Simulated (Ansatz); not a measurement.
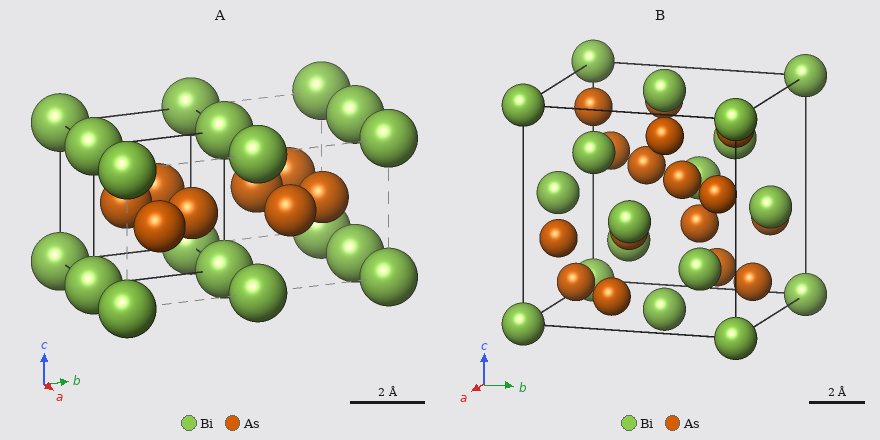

Two structures of BiAs2, each relaxed to rest (conventional cells in solid outline, small ones repeated, not to one scale). Method: DFT PBE, scalar-relativistic, plane waves, PAW in Ansatz 0.2.0, without spin polarisation.

### Identify the two structures.

A: AlB₂ type, P6/mmm. B: cubic Laves phase (C15, MgCu₂ type), Fd-3m.

### Which structure is more stable?

A is lower, by 60 meV/atom at this level of theory (energies at zero smearing). Volumes: A 24.1, B 23.2 Å³/atom.

One or both may be structure types tried for this composition rather than known phases.
